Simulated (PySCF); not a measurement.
```xyz
21

C     3.1215    0.4079    0.1088
C     2.7405   -1.0564    0.1838
S     1.1446   -1.2967    1.0552
Si   -0.2722   -0.8519   -0.4900
F     0.5523   -0.3241   -1.7811
C    -1.4565    0.5322    0.0424
C    -2.4868    0.8222   -1.0473
C    -2.1518    0.1982    1.3612
H     4.1110    0.5090   -0.3327
H     3.1361    0.8436    1.1052
H     2.4115    0.9588   -0.5034
H     3.4626   -1.6201    0.7726
H     2.6554   -1.5036   -0.8041
H    -0.8799   -2.0756   -0.9837
H    -0.8721    1.4484    0.1984
H    -3.1207   -0.0459   -1.2141
H    -3.1234    1.6564   -0.7572
H    -1.9989    1.0726   -1.9863
H    -2.7863   -0.6780    1.2462
H    -1.4213   -0.0099    2.1399
H    -2.7745    1.0300    1.6857
```

Geometry: GFN2-xTB.

All numbers below come from PBE0/pcSseg-1, SCF density, gas phase, non-relativistic (PySCF).

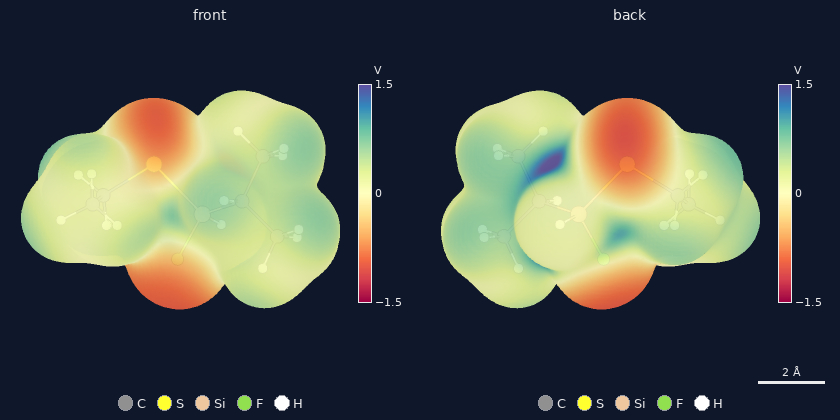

C5H13FSSi. The electrostatic potential painted on the density surface at 0.002 e/bohr³, seen from the front and from behind; the colour scale runs from red (negative) to blue (positive).

### Describe the electrostatic potential map.

The most negative region (about −1.0 V, or −23 kcal/mol for a unit charge) lies over S3 and F5, the most positive (about +1.4 V, or +32 kcal/mol for a unit charge) over Si4.

### How polar is the molecule by this calculation?

Its dipole moment is 0.78 D.
